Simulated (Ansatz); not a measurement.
## Electronic structure of BClH6Si3 in real space

```xyz
11

B     0.2829    0.8420   -0.9984
Cl   -3.1290    0.9203   -1.6965
Si    0.4969    0.6157    1.0013
Si   -0.5318   -1.1687    0.0018
Si   -1.3208   -0.0689   -1.8294
H    -0.4190    1.8391   -0.8690
H     1.2843    0.8468   -1.6715
H     1.8356    0.3275    1.5870
H    -0.3289    1.4797    1.8857
H     0.6043   -1.9800   -0.5705
H    -1.2597   -0.7341   -3.1565
```

Geometry: PBE0-D3(BJ)/def2-SVP.

Computed with isolated molecule in a Gaussian basis; Kohn-Sham density functional theory, functional PBE0 (Ansatz 0.2.0).

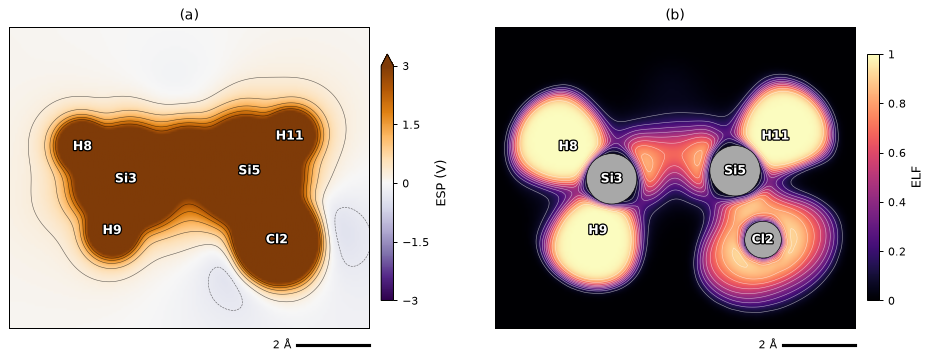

Figure 1. (a) molecular electrostatic potential; (b) ELF on the plane of atoms H8, Si3 and H9. Grey discs cover the atomic cores in the ELF map.

What do the fields say about this system?

Answer. Atoms in the plane: Cl, Si and H. Si–Cl (2.07 Å): the ELF peaks at about 0.90 between the atoms; a polar covalent bond. Si–H (1.49 Å): the ELF climbs to about 1 towards the hydrogen, as it does in any bond to H. The ELF also peaks beside Cl2, away from the bonds: lone-pair regions. Outside the dense part of the molecule the potential is most negative (−0.4 V) near Cl2.

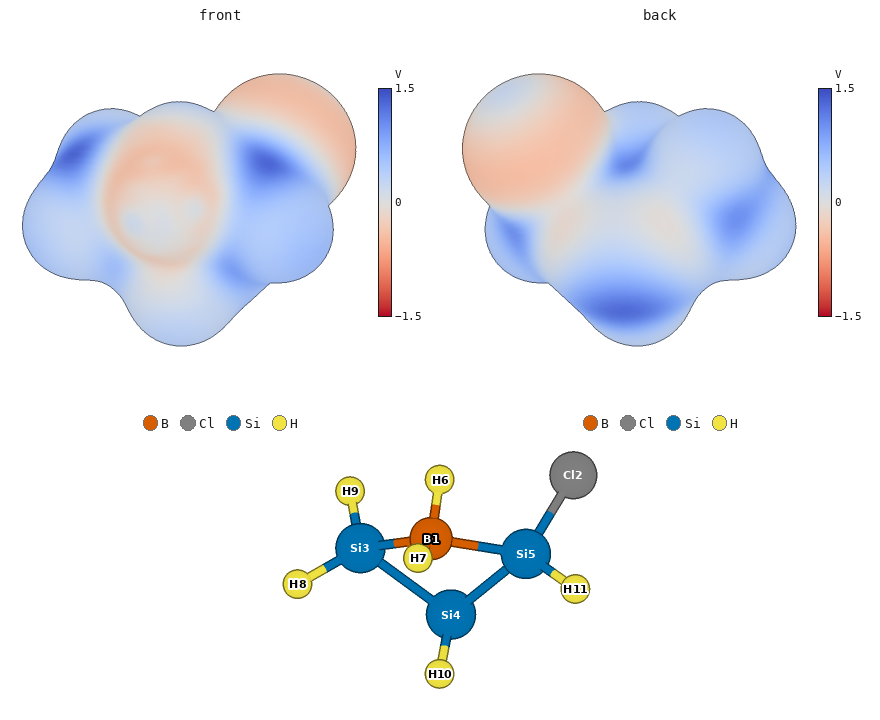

Figure 2. The molecular electrostatic potential painted on the density surface at 0.002 e/bohr³, seen from the front and from behind; red is negative and blue positive. The bare structure is drawn below in the same view.

Describe the electrostatic potential map.

Answer. The most negative region (about −0.4 V, or −9 kcal/mol for a unit charge) lies over Cl2, the most positive (about +1.2 V, or +28 kcal/mol for a unit charge) over Si3, Si4 and Si5. Cl2 shows a σ-hole: about +0.2 V at the tip opposite its bond, against about −0.4 V, or −9 kcal/mol for a unit charge on its flanks.

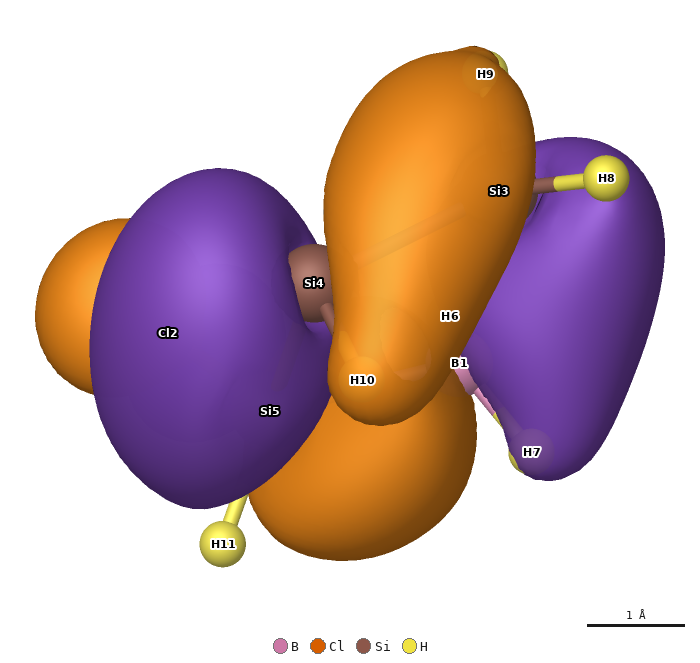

Figure 3. The HOMO at ±0.06 Å⁻³ᐟ² (orange and purple are the two phases), seen at an oblique angle.

Where does this orbital lie, and at what energy?

Answer. By Hirshfeld shares it lies mainly on Si4 (about 25 %), Si5 (about 25 %), B1 (about 15 %), Si3 (about 15 %) and Cl2 (about 10 %). Its energy is −7.21 eV.
